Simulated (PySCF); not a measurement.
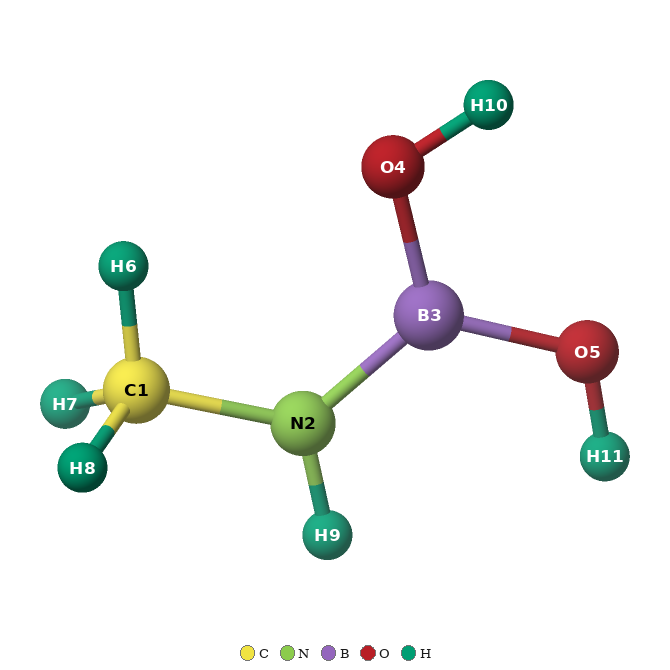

The geometry was computed by an optimisation with PBE0-D3(BJ)/def2-SVP. No frequency run is at hand to confirm it as a minimum. Electric field gradients from the ground-state density, B3LYP/6-31G* (PySCF 2.14.0), non-relativistic apart from any core potentials.

Give the largest field-gradient component, the quadrupole coupling constant and the asymmetry for 14N at N2 (Q = 20.44 mb), 11B at B3 (Q = 40.59 mb), 17O at O4 (Q = −25.6 mb), 17O at O5 (Q = −25.6 mb), 2H at H6 (Q = 2.86 mb), 2H at H7 (Q = 2.86 mb), 2H at H8 (Q = 2.86 mb), 2H at H9 (Q = 2.86 mb).

| atom | V_zz (a.u.) | e²qQ/h (MHz) | η |
| --- | --- | --- | --- |
| N2 | −0.934 | −4.49 | 0.44 |
| B3 | 0.230 | 2.20 | 0.33 |
| O4 | 1.359 | −8.18 | 0.45 |
| O5 | 1.406 | −8.45 | 0.47 |
| H6 | 0.274 | 0.184 | 0.05 |
| H7 | 0.271 | 0.182 | 0.05 |
| H8 | 0.270 | 0.181 | 0.05 |
| H9 | 0.393 | 0.264 | 0.18 |
